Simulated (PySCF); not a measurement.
# C₄H₅Al: a look at the electrons, part 3 of 3

For C₄H₅Al, the scripts below measure its response to a uniform field, analyse its density (charges, bond critical points, surface potential) and compute its lowest excited states.

PySCF 2.14.0; Gaussian basis, gas phase. The steps go on from the part before.

**6. Excited states (HF/6-311+g**)**

input.py reads:

```python
import numpy as np
from pyscf import gto, scf, dft, tdscf
from pyscf.scf import atom_ks, atom_hf
from scipy.linalg import block_diag

def solve(mol, dm0=None, hcore=None):
    mf = scf.UHF(mol) if mol.spin else scf.RHF(mol)
    mf = mf.density_fit(auxbasis='def2-universal-jkfit')
    mf.conv_tol, mf.max_cycle = 1e-8, 80
    if hcore is not None:
        mf.get_hcore = lambda *args: hcore
    mf.kernel(dm0)
    if not mf.converged:
        mf = mf.newton().run(mf.mo_coeff, mf.mo_occ, max_cycle=30)
    assert mf.converged, 'SCF not converged'
    return mf

mol = gto.M(atom='''
Al    -1.28306     0.00008     0.00000
C      0.04796     1.44830     0.00000
C      1.19506     0.73188     0.00000
C      1.19466    -0.73238     0.00000
C      0.04715    -1.44817     0.00000
H     -2.82490     0.00211     0.00000
H      0.12165     2.53048     0.00000
H      2.17720     1.19803     0.00000
H      2.17654    -1.19908     0.00000
H      0.12024    -2.53038     0.00000
''', basis='6-311+g**', charge=0, spin=0, verbose=4)
mf = solve(mol)
td = mf.TDHF()
td.nstates, td.singlet, td.conv_tol = 6, True, 1e-5
td.kernel()
td.analyze()
x, y = np.array([p[0] for p in td.xy]), np.array([p[1] + 0 * p[0] for p in td.xy])
f, mu = td.oscillator_strength(), td.transition_dipole()
nto = [td.get_nto(state=i + 1, verbose=4) for i in range(len(td.e))]
# spherically averaged free atoms, for the promolecule
atm = scf.atom_hf.get_atm_nrhf(mol)
pro = block_diag(*[(atm[a[0]][2] * atm[a[0]][3]) @ atm[a[0]][2].T for a in mol._atom])
np.savez('result.npz', e=td.e, f=f, ok=td.converged, w=[n[0] for n in nto], nto=[n[1] for n in nto], x=x, y=y, c=mf.mo_coeff, occ=mf.mo_occ, eps=mf.mo_energy, pro=pro, mu=mu)
```

Started as:

```
$ OMP_NUM_THREADS=1 python input.py
```

Log:

```text
[ENV] PYSCF_TMPDIR <dir>
[ENV] PYSCF_MAX_MEMORY 1375
[INPUT] verbose = 4
[INPUT] num. atoms = 10
[INPUT] num. electrons = 42
[INPUT] charge = 0
[INPUT] spin (= nelec alpha-beta = 2S) = 0
[INPUT] symmetry False subgroup None
[INPUT] Mole.unit = angstrom
[INPUT] Symbol           X                Y                Z      unit          X                Y                Z       unit  Magmom
[INPUT]  1 Al    -1.283060000000   0.000080000000   0.000000000000 AA   -2.424632001384   0.000151178090   0.000000000000 Bohr   0.0
[INPUT]  2 C      0.047960000000   1.448300000000   0.000000000000 AA    0.090631264934   2.736890346208   0.000000000000 Bohr   0.0
[INPUT]  3 C      1.195060000000   0.731880000000   0.000000000000 AA    2.258336102423   1.383052756047   0.000000000000 Bohr   0.0
[INPUT]  4 C      1.194660000000  -0.732380000000   0.000000000000 AA    2.257580211973  -1.383997619109   0.000000000000 Bohr   0.0
[INPUT]  5 C      0.047150000000  -1.448170000000   0.000000000000 AA    0.089100586773  -2.736644681811   0.000000000000 Bohr   0.0
[INPUT]  6 H     -2.824900000000   0.002110000000   0.000000000000 AA   -5.338287329284   0.003987322123   0.000000000000 Bohr   0.0
[INPUT]  7 H      0.121650000000   2.530480000000   0.000000000000 AA    0.229885183053   4.781914163689   0.000000000000 Bohr   0.0
[INPUT]  8 H      2.177200000000   1.198030000000   0.000000000000 AA    4.114311718403   2.263948589013   0.000000000000 Bohr   0.0
[INPUT]  9 H      2.176540000000  -1.199080000000   0.000000000000 AA    4.113064499161  -2.265932801443   0.000000000000 Bohr   0.0
[INPUT] 10 H      0.120240000000  -2.530380000000   0.000000000000 AA    0.227220669218  -4.781725191077   0.000000000000 Bohr   0.0

nuclear repulsion = 181.068132515277
number of shells = 74
number of NR pGTOs = 229
number of NR cGTOs = 148
basis = 6-311+g**
ecp = {}

******** <class 'pyscf.df.df_jk.DFRHF'> ********
method = DFRHF
initial guess = minao
damping factor = 0
level_shift factor = 0
DIIS = <class 'pyscf.scf.diis.CDIIS'>
diis_start_cycle = 1
diis_space = 8
diis_damp = 0
SCF conv_tol = 1e-08
SCF conv_tol_grad = None
SCF max_cycles = 80
direct_scf = False
Set gradient conv threshold to 0.0001
Initial guess from minao.
******** <class 'pyscf.df.df.DF'> ********
auxbasis = def2-universal-jkfit
init E= -397.200027197737
  HOMO = -0.226027750875195  LUMO = -0.0615306797471485  gap/eV = 4.47619
cycle= 1 E= -396.22377936875  delta_E= 0.976  |g|= 0.374  |ddm|= 2.76
  HOMO = -0.318820004507494  LUMO = 0.0139860702521127  gap/eV = 9.05611
cycle= 2 E= -396.277304783824  delta_E= -0.0535  |g|= 0.137  |ddm|= 1.02
  HOMO = -0.314030147091555  LUMO = 0.0209052260508361  gap/eV = 9.11406
cycle= 3 E= -396.282756338886  delta_E= -0.00545  |g|= 0.076  |ddm|= 0.29
  HOMO = -0.313195531102424  LUMO = 0.0227386927819951  gap/eV = 9.14124
cycle= 4 E= -396.284464820725  delta_E= -0.00171  |g|= 0.00799  |ddm|= 0.135
  HOMO = -0.312459108431574  LUMO = 0.0225444138562302  gap/eV = 9.11591
cycle= 5 E= -396.284491787289  delta_E= -2.7e-05  |g|= 0.00205  |ddm|= 0.0201
  HOMO = -0.312667626913671  LUMO = 0.0224239414348215  gap/eV = 9.11831
cycle= 6 E= -396.284494776269  delta_E= -2.99e-06  |g|= 0.000548  |ddm|= 0.00827
  HOMO = -0.312510649638652  LUMO = 0.0224756363286805  gap/eV = 9.11544
cycle= 7 E= -396.284495053121  delta_E= -2.77e-07  |g|= 0.000185  |ddm|= 0.00301
  HOMO = -0.312544969002393  LUMO = 0.0224604361287236  gap/eV = 9.11596
cycle= 8 E= -396.28449507301  delta_E= -1.99e-08  |g|= 4.19e-05  |ddm|= 0.000837
  HOMO = -0.312534805024835  LUMO = 0.0224618406929344  gap/eV = 9.11572
cycle= 9 E= -396.284495074309  delta_E= -1.3e-09  |g|= 1.06e-05  |ddm|= 0.000194
  HOMO = -0.312534855719624  LUMO = 0.0224612799325212  gap/eV = 9.11571
Extra cycle  E= -396.284495074375  delta_E= -6.57e-11  |g|= 4.37e-06  |ddm|= 3.32e-05
converged SCF energy = -396.284495074375

******** <class 'pyscf.tdscf.rhf.TDHF'> for <class 'pyscf.df.df_jk.DFRHF'> ********
nstates = 6 singlet
deg_eia_thresh = 1.000e-03
wfnsym = None
conv_tol = 1e-05
eigh lindep = 1e-12
eigh level_shift = 0
eigh max_cycle = 100

Excitation energies (eV)
[3.5416049  5.15023202 5.77758171 5.88247374 6.63851687 6.64991771]

** Singlet excitation energies and oscillator strengths **
Excited State   1:      3.54160 eV    350.08 nm  f=0.0503
      21 -> 22       -0.63383
      21 -> 26        0.26151
Excited State   2:      5.15023 eV    240.74 nm  f=0.0000
      20 -> 22       -0.59066
      20 -> 26        0.29659
      20 -> 30        0.11290
      20 -> 41       -0.12858
Excited State   3:      5.77758 eV    214.60 nm  f=0.0000
      19 -> 22       -0.61512
      19 -> 26        0.24997
      20 -> 48       -0.11407
Excited State   4:      5.88247 eV    210.77 nm  f=0.0000
      21 -> 23        0.50440
      21 -> 25       -0.41514
      21 -> 27        0.10711
      21 -> 40       -0.14522
Excited State   5:      6.63852 eV    186.76 nm  f=0.0226
      21 -> 22        0.26702
      21 -> 26        0.54174
      21 -> 30        0.21295
      21 -> 33       -0.19982
      21 -> 41       -0.17201
Excited State   6:      6.64992 eV    186.44 nm  f=0.0613
      21 -> 24        0.64087
      21 -> 28       -0.17821
      21 -> 35        0.14823

** Transition electric dipole moments (AU) **
state          X           Y           Z        Dip. S.      Osc.
  1         0.0004      0.7612      0.0000      0.5794      0.0503
  2         0.0000     -0.0000      0.0001      0.0000      0.0000
  3        -0.0000      0.0000      0.0067      0.0000      0.0000
  4         0.0000     -0.0000     -0.0003      0.0000      0.0000
  5        -0.0001      0.3731     -0.0000      0.1392      0.0226
  6        -0.0000     -0.0000     -0.6134      0.3762      0.0613

** Transition velocity dipole moments (imaginary part, AU) **
state          X           Y           Z        Dip. S.      Osc.
  1         0.0001      0.1067      0.0000      0.0114      0.0583
  2         0.0000     -0.0000      0.0000      0.0000      0.0000
  3        -0.0000     -0.0000      0.0082      0.0001      0.0002
  4         0.0000     -0.0000     -0.0001      0.0000      0.0000
  5        -0.0000      0.0899     -0.0000      0.0081      0.0221
  6         0.0000     -0.0000     -0.1477      0.0218      0.0595

** Transition magnetic dipole moments (imaginary part, AU) **
state          X           Y           Z
  1        -0.0000     -0.0000     -1.4745
  2        -0.4281     -0.0006      0.0000
  3         0.0029     -0.2169      0.0000
  4        -0.9784      0.0001     -0.0000
  5         0.0000     -0.0000     -0.6818
  6        -0.0047     -0.1761      0.0000
State 1: 3.5416 eV  NTO largest component 0.9736368570552161
    occ-NTO: 1.000000 (MO #21)
    vir-NTO: 0.905497 (MO #22) + -0.373598 (MO #26)
State 2: 5.15023 eV  NTO largest component 0.938610734204462
    occ-NTO: 0.999017 (MO #20)
    vir-NTO: 0.860880 (MO #22) + -0.432531 (MO #26)
State 3: 5.77758 eV  NTO largest component 0.9193623899828315
    occ-NTO: 0.993829 (MO #19)
    vir-NTO: 0.908597 (MO #22) + -0.375568 (MO #26)
State 4: 5.88247 eV  NTO largest component 0.973348464994107
    occ-NTO: 1.000000 (MO #21)
    vir-NTO: 0.722734 (MO #23) + -0.594836 (MO #25)
State 5: 6.63852 eV  NTO largest component 0.957154313756453
    occ-NTO: 1.000000 (MO #21)
    vir-NTO: 0.385377 (MO #22) + 0.781868 (MO #26) + 0.307344 (MO #30)
State 6: 6.64992 eV  NTO largest component 0.9620664812655347
    occ-NTO: 0.999999 (MO #21)
    vir-NTO: 0.923763 (MO #24)
Spherically averaged atomic HF for {'Al', 'C', 'H'}

******** <class 'pyscf.scf.atom_hf.AtomSphAverageRHF'> ********
method = AtomSphAverageRHF
initial guess = minao
damping factor = 0
level_shift factor = 0
DIIS = <class 'pyscf.scf.diis.CDIIS'>
diis_start_cycle = 1
diis_space = 8
diis_damp = 0
SCF conv_tol = 1e-09
SCF conv_tol_grad = None
SCF max_cycles = 50
direct_scf = True
direct_scf_tol = 1e-13
atom = Al
Set gradient conv threshold to 3.16228e-05
init E= -241.741639624141
cycle= 1 E= -241.772822598403  delta_E= -0.0312  |g|=    0  |ddm|= 1.01
cycle= 2 E= -241.77465467833  delta_E= -0.00183  |g|=    0  |ddm|= 0.586
cycle= 3 E= -241.774836510034  delta_E= -0.000182  |g|=    0  |ddm|= 0.0813
cycle= 4 E= -241.774838594988  delta_E= -2.08e-06  |g|=    0  |ddm|= 0.0121
cycle= 5 E= -241.774838811702  delta_E= -2.17e-07  |g|=    0  |ddm|= 0.00363
cycle= 6 E= -241.774838817802  delta_E= -6.1e-09  |g|=    0  |ddm|= 0.000853
cycle= 7 E= -241.774838817878  delta_E= -7.57e-11  |g|=    0  |ddm|= 7.42e-05
Extra cycle  E= -241.774838817879  delta_E= -1.42e-12  |g|=    0  |ddm|= 7.43e-06
Atomic HF for atom  Al  converged. SCF energy = -241.774838817879

******** <class 'pyscf.scf.atom_hf.AtomSphAverageRHF'> ********
method = AtomSphAverageRHF
initial guess = minao
damping factor = 0
level_shift factor = 0
DIIS = <class 'pyscf.scf.diis.CDIIS'>
diis_start_cycle = 1
diis_space = 8
diis_damp = 0
SCF conv_tol = 1e-09
SCF conv_tol_grad = None
SCF max_cycles = 50
direct_scf = True
direct_scf_tol = 1e-13
atom = C
Set gradient conv threshold to 3.16228e-05
init E= -37.2815014989398
cycle= 1 E= -37.3269058480366  delta_E= -0.0454  |g|=    0  |ddm|= 0.407
cycle= 2 E= -37.3376930233434  delta_E= -0.0108  |g|=    0  |ddm|= 0.276
cycle= 3 E= -37.3411075707925  delta_E= -0.00341  |g|=    0  |ddm|= 0.0796
cycle= 4 E= -37.3411143922161  delta_E= -6.82e-06  |g|=    0  |ddm|= 0.00663
cycle= 5 E= -37.3411151059786  delta_E= -7.14e-07  |g|=    0  |ddm|= 0.00178
cycle= 6 E= -37.3411151100676  delta_E= -4.09e-09  |g|=    0  |ddm|= 0.000166
cycle= 7 E= -37.3411151100691  delta_E= -1.51e-12  |g|=    0  |ddm|= 3.44e-06
Extra cycle  E= -37.3411151100691  delta_E=    0  |g|=    0  |ddm|= 1.69e-07
Atomic HF for atom  C  converged. SCF energy = -37.3411151100691

******** 1 electron system ********
Atomic HF for atom  H  converged. SCF energy = -0.499809815273282
```

Wall time 8.3 min (1 thread of Arm Neoverse V1, shared host); peak memory 0.41 GiB.

**7. Post-processing**

TDHF singlet states:

```
state  energy (eV)      f  leading pair's weight
   S1         3.54  0.050                   0.97
   S2         5.15  0.000                   0.94
   S3         5.78  0.000                   0.92
   S4         5.88  0.000                   0.97
   S5         6.64  0.023                   0.96
   S6         6.65  0.061                   0.96
```

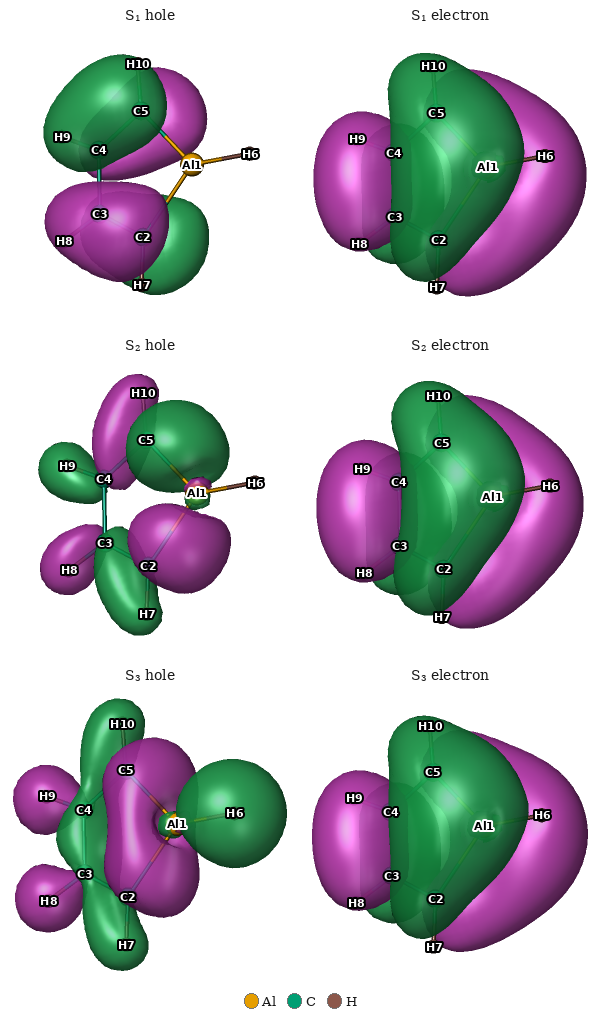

Leading natural transition orbitals (TDHF singlet states).

*Describe these excited states.*

By state:
- S₁: 3.54 eV (350 nm), f = 0.050, π → π*; the leading pair carries 97 %; hole on C2 and C5 (26 % each), C3 and C4 (17 % each) and Al1 (6 %), electron on Al1 (38 %), C3 and C4 (14 % each) and C2 and C5 (14 % each); their centroids lie 0.7 Å apart.
- S₂: 5.15 eV (241 nm), f = 0.000 (dark), σ → π*; the leading pair carries 94 %; hole on C2 and C5 (27 % each), Al1 (19 %) and C3 and C4 (7 % each), electron on Al1 (30 %), C3 and C4 (16 % each) and C2 and C5 (16 % each); their centroids lie 0.0 Å apart.
- S₃: 5.78 eV (215 nm), f = 0.000 (dark), σ → π*; the leading pair carries 92 %; hole on Al1 (22 %), H6 (18 %) and C2 and C5 (16 % each), electron on Al1 (40 %), C3 and C4 (13 % each) and C2 and C5 (13 % each); their centroids lie 0.3 Å apart.

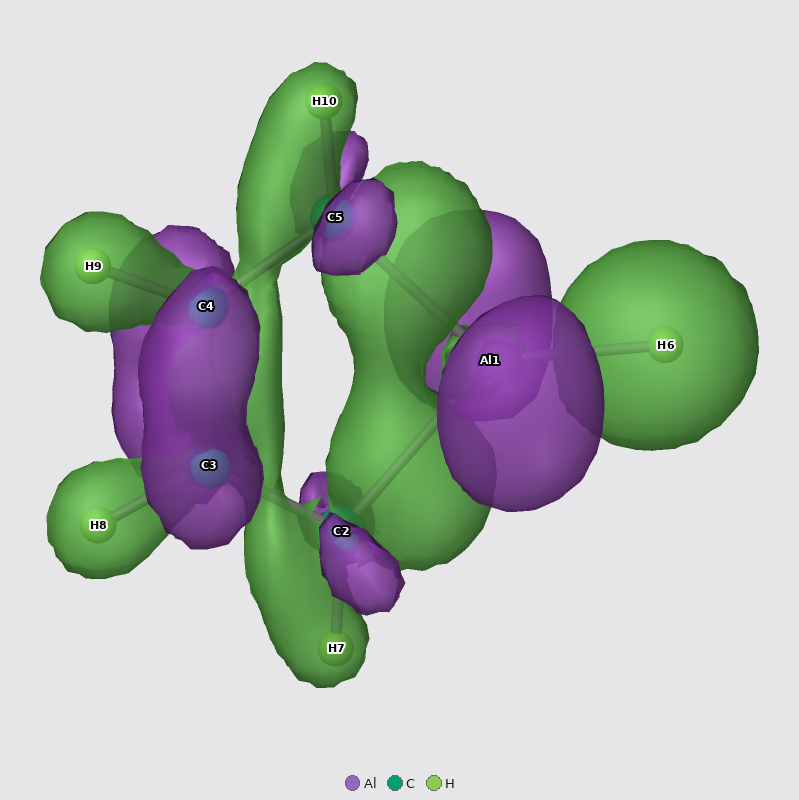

Unrelaxed difference density of S₃ less the ground state (TDHF singlet states), ±0.02 e/Å³; purple: gain, green: loss.

*How does the charge move on excitation?*

0.69 e is displaced in all, of which about 0.3 e passes between atoms: H6 (0.15 e) lose electrons and Al1 (0.17 e) and C3 and C4 (0.06 e each) gain them. The state: 5.78 eV (215 nm), f = 0.000 (dark), σ → π*; the leading pair carries 92 %; hole on Al1 (22 %), H6 (18 %) and C2 and C5 (16 % each), electron on Al1 (40 %), C3 and C4 (13 % each) and C2 and C5 (13 % each); their centroids lie 0.3 Å apart.

**8. What came out**

This closing draws on all 3 parts.

| quantity | value |
| --- | --- |
| polarisability along the field (PBE0/def2-svp) | 77.7 bohr³ |
| dipole moment (HF/6-31g*) | 0.33 D |
| HOMO, LUMO (HF/6-31g*) | -8.32, 1.05 eV |
| lowest singlet excitation (HF/6-311+g**) | 3.54 eV |

In words: At HF/6-31g*: The highest Hirshfeld charge is on Al1 (+0.57 e), the lowest on C2 and C5 (−0.25 e). All values hold at the given geometry, in the gas phase.
